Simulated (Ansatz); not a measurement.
```xyz
6

Ge    0.0003    0.0000   -0.0705
H     0.0001    0.0000    1.4732
H     1.4468    0.0000   -0.5773
H    -0.7228    1.2526   -0.5775
H    -0.7228   -1.2526   -0.5775
F     0.0000    0.0000    3.6011
```

Level of theory: UHF/def2-SVP in Ansatz.

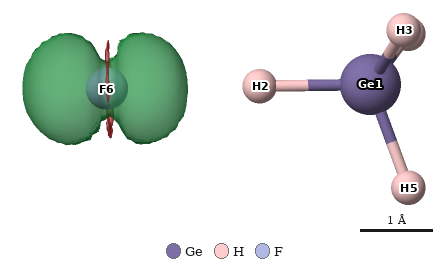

GeH$_{4}$···F (doublet). Isosurfaces of the spin density at +0.03 (green) and −0.03 e/Å³ (red), seen at a tilt.

> Which atoms carry the spin?

The unpaired spin (1 electron) lies mostly on F6 (about 1.0), in electrons by Hirshfeld's partition.
